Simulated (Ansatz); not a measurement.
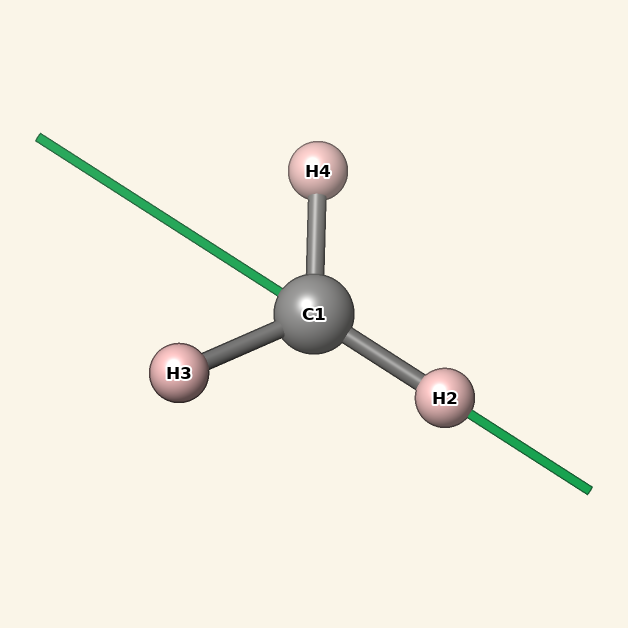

A line through the centre of mass is drawn in. Distant atoms are faded towards the background colour. State: neutral, doublet. The geometry was computed by an optimisation with PBE0-D4/def2-TZVP.

**Is the line a proper rotation axis of the structure, and of what order?**

Yes, a C2 axis. A turn by 180° leaves C1, H2 in place and moves H3 ↔ H4. The point group is D3h.
